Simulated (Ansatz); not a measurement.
# BClH4Si: interaction energy of a dimer with the counterpoise correction

Wanted for BClH4Si: the interaction energy of a dimer with the counterpoise correction.

All numbers are computed with Ansatz 0.2.0 through its Python package. Level of theory: MP2/def2-SVP.

**1. The structure**

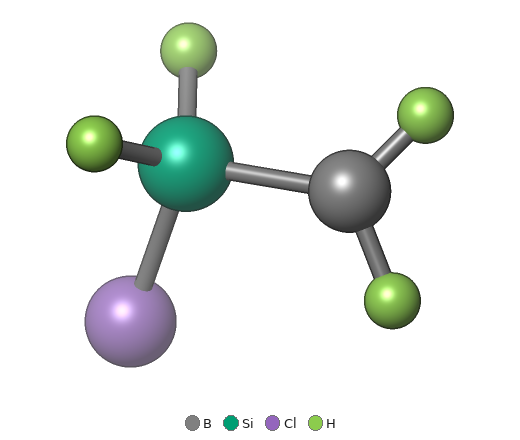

The structure that the script starts from, seen from a chosen angle (boron grey, silicon teal, chlorine purple, hydrogen green).

No structure file is read: the coordinates are typed or built in the script.

**2. Script**

The input, dimer_bclh4si.py:

```python
"""Interaction energy of two BClH4Si molecules, with the counterpoise correction."""

from dataclasses import dataclass

import ansatz as az


@dataclass(frozen=True)
class Settings:
    basis: str = "def2-SVP"
    level: str = "MP2"


settings = Settings()

FIRST = [
    ("B", (-1.0524, -0.0348, -0.4998)),
    ("Si", (0.5476, -0.1268, 0.4949)),
    ("Cl", (1.7095, 1.5559, 0.0964)),
    ("H", (-1.3816, -0.9335, -1.1136)),
    ("H", (-1.3671, 1.0499, -1.0055)),
    ("H", (0.2443, -0.1729, 1.931)),
    ("H", (1.2994, -1.338, 0.0963)),
]
SECOND = [
    ("B", (1.9997, -4.1614, -0.5119)),
    ("Si", (1.2538, -5.8926, -0.4433)),
    ("Cl", (0.9852, -6.6092, -2.381)),
    ("H", (1.5272, -3.3245, 0.0956)),
    ("H", (2.4937, -3.7776, -1.5796)),
    ("H", (2.1521, -6.7981, 0.2844)),
    ("H", (-0.0606, -5.8295, 0.2346)),
]

def energy(atoms, ghosts=()):
    molecule = az.Crystal.molecule()
    for symbol, xyz in atoms:
        molecule = molecule.atom(symbol, xyz)
    calc = (
        molecule.calculation()
        .basis(gaussian=settings.basis)
        .correlation(settings.level)
    )
    deck = calc.input()
    if ghosts:
        deck = deck.set(az.key.basis.gaussian.ghost_atoms, [{"symbol": s, "position_ang": list(xyz)} for s, xyz in ghosts])
    return az.Session.from_dict(deck).plan().execute().report["free_energy_ev"]


def main() -> None:
    # monomers in their own basis and in the basis of the dimer
    both = energy(FIRST + SECOND)
    alone = energy(FIRST) + energy(SECOND)
    ghosted = energy(FIRST, SECOND) + energy(SECOND, FIRST)
    print(f"dimer {both:.6f} eV")
    print(f"interaction, uncorrected   {96.485332 * (both - alone):8.3f} kJ/mol")
    print(f"interaction, counterpoise  {96.485332 * (both - ghosted):8.3f} kJ/mol")
    print(f"basis-set superposition    {96.485332 * (alone - ghosted):8.3f} kJ/mol")


if __name__ == "__main__":
    main()
```

**3. The run**

The run is started by

```bash
python dimer_bclh4si.py
```

What it wrote:

```text
dimer -42204.371700 eV
interaction, uncorrected      4.836 kJ/mol
interaction, counterpoise     6.764 kJ/mol
basis-set superposition       1.927 kJ/mol
```

It took 9.9 s on 1 thread of Arm Neoverse V2, shared host; peak memory 0.35 GiB.

Lines on the test bed's own set-up are left out of the output.

**4. Run by run**

One row for each of the 5 runs:

```
run      system  ghost atoms  energy (eV)  iterations in all  CPU time (s)
  1  B2Cl2H8Si2      not set  -42204.3717                 12           4.4
  2     BClH4Si      not set  -21102.2109                 11          0.52
  3     BClH4Si      not set  -21102.2110                 11          0.53
  4     BClH4Si  a list of 7  -21102.2221                 11           2.1
  5     BClH4Si  a list of 7  -21102.2197                 11             2
```

Totals carry meaning only in balanced differences at one level of theory.

**5. Results**

| quantity | value |
| --- | --- |
| interaction energy, uncorrected | 4.836 kJ/mol |
| interaction energy, counterpoise | 6.764 kJ/mol |
| runs compared | 5 |

**Reading.** The pair is unbound at this geometry and level. Uncorrected it is 4.836 kJ/mol, with the counterpoise correction 6.764 kJ/mol; the difference, 1.93 kJ/mol, is the superposition error. The pose is repulsive. The dimer is a generated trial pose of unrelaxed monomers, not a minimum, so the figure is no binding energy, and the basis set is small.
